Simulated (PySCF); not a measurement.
# B3LYP/cc-pVTZ run of SiH2SF2 (SMILES F[SiH](F)S)

Aim: the vertical ionisation energy of SiH2SF2 at B3LYP/cc-pVTZ, from 2 runs. Input form: a Python script.

The calculation is run with PySCF 2.14.0.

## (1) Starting point

SiH2SF2 has 6 atoms, charge 0, and is taken as a singlet. SMILES: `F[SiH](F)S`. The coordinates come from a PBE0-D4/def2-TZVP relaxation. This is one conformer, not always the lowest.

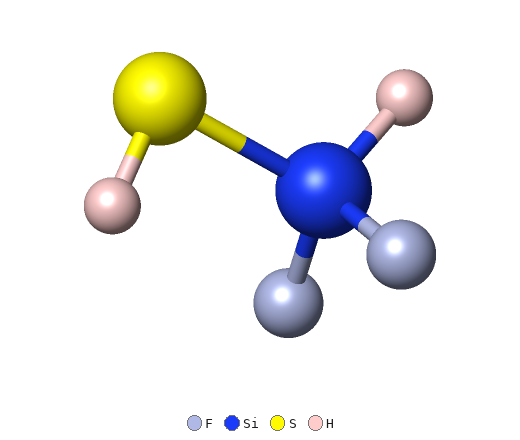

Viewed from a chosen angle; fluorine light blue, silicon blue, sulfur yellow, hydrogen pink.

## (2) The energy at B3LYP/cc-pVTZ

Input file mol.xyz:

```xyz
6
F2H2SSi
F     -0.390100    -1.503700     0.703600
Si     0.413300    -0.308900     0.041100
F      0.491500    -0.663200    -1.501700
S     -0.555100     1.532600     0.355800
H      1.769100    -0.249400     0.605800
H     -1.686500     1.128700    -0.250700
```

Input file input.py:

```python
# F[SiH](F)S
from pyscf import gto, dft

molecule = gto.M(
    atom='mol.xyz',
    verbose=3,
    max_memory=1860,
    basis='cc-pvtz',
    charge=0,
)

calc0 = dft.RKS(molecule)
calc0.xc = 'b3lyp'
calc0.grids.level = 4
calc0.conv_tol = 1e-10
calc0.kernel()
if not calc0.converged:
    calc0 = calc0.newton().run(calc0.mo_coeff, calc0.mo_occ)

e_final = calc0.e_tot
print(f'total energy: {e_final:.8f} hartree')
```

Command:

```console
$ OMP_NUM_THREADS=1 python input.py
```

What it wrote:

```text
converged SCF energy = -888.879846790284
total energy: -888.87984679 hartree
```

Run time: 29 s. Hardware: 1 thread of Arm Neoverse V1, shared host; peak memory 1.1 GiB.

## (3) The doublet cation at the same level

Input file calc.py:

```python
from pyscf import gto, dft

molecule = gto.Mole()
molecule.atom = '''
F   -0.390100  -1.503700   0.703600
Si   0.413300  -0.308900   0.041100
F    0.491500  -0.663200  -1.501700
S   -0.555100   1.532600   0.355800
H    1.769100  -0.249400   0.605800
H   -1.686500   1.128700  -0.250700
'''
molecule.max_memory = 1860
molecule.spin = 1
molecule.basis = 'cc-pvtz'
molecule.charge = 1
molecule.verbose = 3
molecule.build()

myscf = dft.UKS(molecule, xc='b3lyp')
myscf.grids.level = 4
myscf.conv_tol = 1e-10
myscf.kernel()
if not myscf.converged:
    myscf = myscf.newton().run(myscf.mo_coeff, myscf.mo_occ)

etot = myscf.e_tot
print('E(%s) = %.9f' % ('B3LYP', etot))
```

Command:

```console
$ OMP_NUM_THREADS=1 python calc.py
```

What it wrote:

```text
converged SCF energy = -888.483932099225  <S^2> = 0.7541744  2S+1 = 2.0041701
E(B3LYP) = -888.483932099
```

Wall time 64 s (1 thread of Arm Neoverse V1, shared host); peak memory 1.1 GiB.

## (4) What came out

Level: B3LYP/cc-pVTZ.

```
                                          quantity          value
                     singlet SiH2SF2: total energy  -888.87985 Eh
                    singlet SiH2SF2: dipole moment         0.69 D
                      singlet SiH2SF2: HOMO energy       -7.99 eV
                      singlet SiH2SF2: LUMO energy       -0.27 eV
                    singlet SiH2SF2: HOMO–LUMO gap        7.72 eV
                      doublet cation: total energy  -888.48393 Eh
doublet cation: HOMO energy (highest over α and β)      -15.92 eV
 doublet cation: LUMO energy (lowest over α and β)      -13.53 eV
                              doublet cation: ⟨S²⟩          0.754
vertical ionisation energy (to the doublet cation)      10.773 eV
```

In words: The vertical ionisation energy comes to 10.77 eV (1039 kJ/mol). The negative HOMO energy of the first species, 7.99 eV, lies 2.78 eV below that difference. Mulliken charges (singlet SiH2SF2) run from -0.27 on F1 to +0.69 on Si2.
